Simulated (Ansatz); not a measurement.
# C8H14O3Zr (SMILES C[O][Zr]1234([O]C)([O]C)[CH]5[CH]1[CH]2[CH]3[CH]54): what the fields show

The calculation's input:

```
crystal:
  periodic: [false, false, false]
  atoms:
    - {symbol: C, position_ang: [-2.571753, -0.515970, 2.177924]}
    - {symbol: O, position_ang: [-1.395312, -0.100191, 1.584943]}
    - {symbol: Zr, position_ang: [0.049074, 0.178605, 0.327230]}
    - {symbol: O, position_ang: [1.666845, -0.372902, 1.238051]}
    - {symbol: C, position_ang: [2.837523, -1.054678, 1.511248]}
    - {symbol: O, position_ang: [0.188775, 2.095530, 0.087902]}
    - {symbol: C, position_ang: [0.214948, 3.326831, -0.539099]}
    - {symbol: C, position_ang: [0.931227, -1.122349, -1.671716]}
    - {symbol: C, position_ang: [-0.041838, -1.943487, -1.058289]}
    - {symbol: C, position_ang: [-1.297523, -1.322024, -1.218220]}
    - {symbol: C, position_ang: [-1.101145, -0.112254, -1.914954]}
    - {symbol: C, position_ang: [0.278160, 0.006924, -2.199864]}
    - {symbol: H, position_ang: [-3.150551, -1.168427, 1.509271]}
    - {symbol: H, position_ang: [-3.202587, 0.343018, 2.437369]}
    - {symbol: H, position_ang: [-2.367520, -1.075657, 3.098750]}
    - {symbol: H, position_ang: [2.757558, -1.602123, 2.458298]}
    - {symbol: H, position_ang: [3.073966, -1.781822, 0.721774]}
    - {symbol: H, position_ang: [3.682780, -0.360545, 1.593449]}
    - {symbol: H, position_ang: [-0.570690, 3.981982, -0.143563]}
    - {symbol: H, position_ang: [0.058264, 3.230630, -1.622656]}
    - {symbol: H, position_ang: [1.179651, 3.824314, -0.381439]}
    - {symbol: H, position_ang: [1.993157, -1.317212, -1.708254]}
    - {symbol: H, position_ang: [0.145485, -2.878234, -0.549623]}
    - {symbol: H, position_ang: [-2.241170, -1.694439, -0.847439]}
    - {symbol: H, position_ang: [-1.867570, 0.602726, -2.177576]}
    - {symbol: H, position_ang: [0.750234, 0.831747, -2.713536]}
basis:
  gaussian: {orbitals: def2-TZVPP}
hamiltonian: {xc: pbe0, dispersion: d4}
output: {orbitals: {seedname: orbitals}}
```

Launched as:

```sh
ansatz run in.yaml --threads 11 --pin off --events-out ev --progress --plain --max-ram 174080MiB --backend cuda --devices 0, --max-vram 75GiB
```

Geometry: PBE0-D4/def2-TZVP; core potentials replace the inner electrons of Zr.

These are results of Ansatz 0.2.0, RKS PBE0-D4/def2-TZVPP, not measurements.

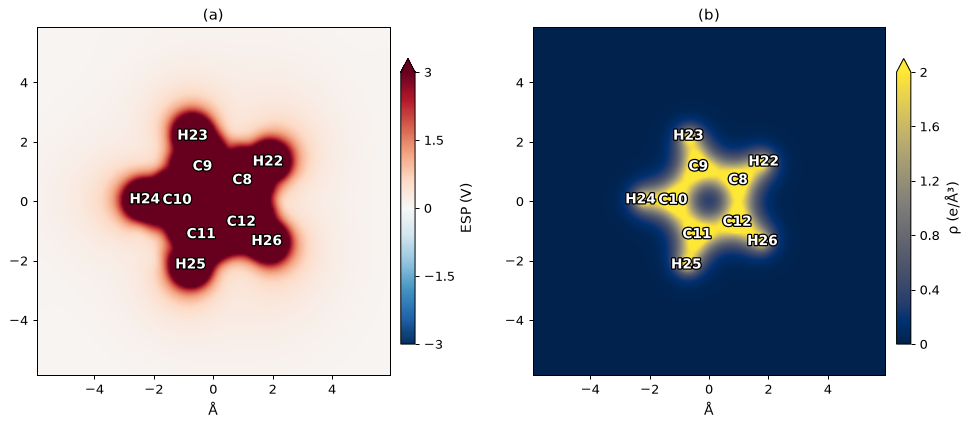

Figure 1. (a) electrostatic potential; (b) electron density on the plane of atoms C11, C12 and H26.

Q: Read the bonding off the picture.

A: The section cuts through C and H sites. C–C (1.41 Å): ρ is about 2 e/Å³ halfway. C–H (1.08 Å): ρ is about 2.1 e/Å³ halfway. The potential has no marked negative region in this plane.

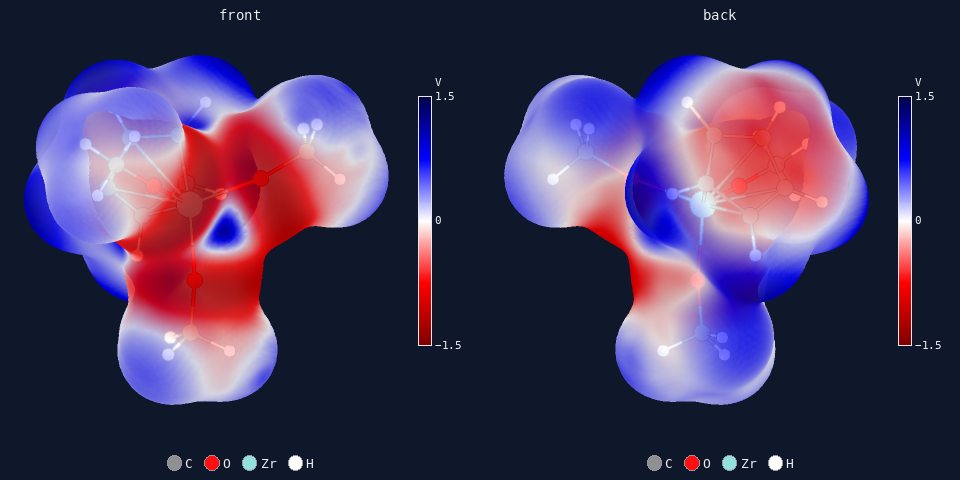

Figure 2. The molecular electrostatic potential painted on the density surface at 0.002 e/bohr³, seen from the front and from behind; red is negative and blue positive.

Q: Which sites attract a positive test charge, and which a negative one?

A: A positive charge is drawn to the negative regions and a negative charge to the positive ones. The most negative region (about −1.2 V) lies over O2, O4 and O6, the most positive (about +1.1 V) over the H and Zr atoms.
